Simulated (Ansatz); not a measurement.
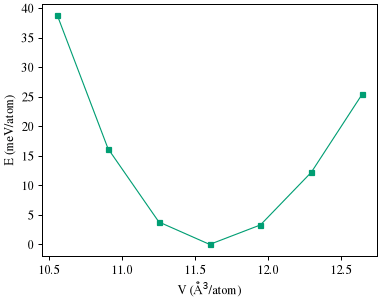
Figure. ZnF$_{2}$ (rutile, P4_2/mnm) under volume change, PBEsol in the plane-wave PAW code Ansatz, shape and atoms relaxed at each volume.

**Question.** What does a third-order Birch–Murnaghan fit give for V₀, B₀ and B′?

**Answer.** V₀ = 11.60 Å³/atom, B₀ = 105 GPa, B′ = 6.0.

The PBEsol relaxation kept the symmetry of its start.

Potentials: the later of the program's two PAW sets.
